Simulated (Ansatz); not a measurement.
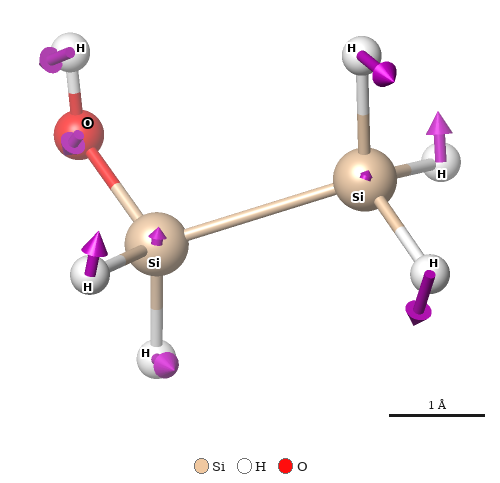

A relaxation of Si₂H₆O. The starting structure is drawn; purple arrows show the displacements, 20 times their true length. The two geometries are superimposed by the best rigid fit.

The picture is a ball-and-stick view, seen at a tilt.

It is one of the separated reactants of a reaction.

All numbers below come from RKS PBE0-D4/def2-TZVP in Ansatz 0.2.0.

Input file:
```yaml
crystal:
  periodic: [false, false, false]
  atoms:
    - {symbol: Si, position_ang: [-0.542078, -0.830135, -0.042393]}
    - {symbol: Si, position_ang: [-0.120812, 1.468706, -0.276321]}
    - {symbol: H, position_ang: [0.303685, -1.624696, -0.966649]}
    - {symbol: H, position_ang: [-0.227775, -1.235721, 1.358923]}
    - {symbol: O, position_ang: [-2.102455, -1.209107, -0.440875]}
    - {symbol: H, position_ang: [1.250363, 1.810353, 0.191513]}
    - {symbol: H, position_ang: [-0.263998, 1.900584, -1.692938]}
    - {symbol: H, position_ang: [-1.096840, 2.240877, 0.544510]}
    - {symbol: H, position_ang: [-2.802818, -0.775967, 0.048419]}
basis:
  gaussian: {orbitals: def2-TZVP}
hamiltonian: {xc: pbe0, dispersion: d4}
relax: {f_tol: 0.005, max_steps: 200}
```

Launched with:
```bash
ansatz run in.yaml --threads 4 --pin off --events-out ev --progress --plain --max-ram 9574MiB
```

Q: Atoms of which element are displaced furthest, and by how much?

A: Hydrogen: up to 0.040 Å, against 0.020 Å for oxygen.

Q: What happened in the run?

A: The largest moves after the best rigid fit, 0.040 Å, are those of H6 and H8. Largest moves by element: H 0.040 Å, O 0.020 Å, Si 0.010 Å. The energy falls by 0.04 kJ/mol in 6 geometry steps. The largest force component goes from 0.022 to 0.0042 eV/Å.
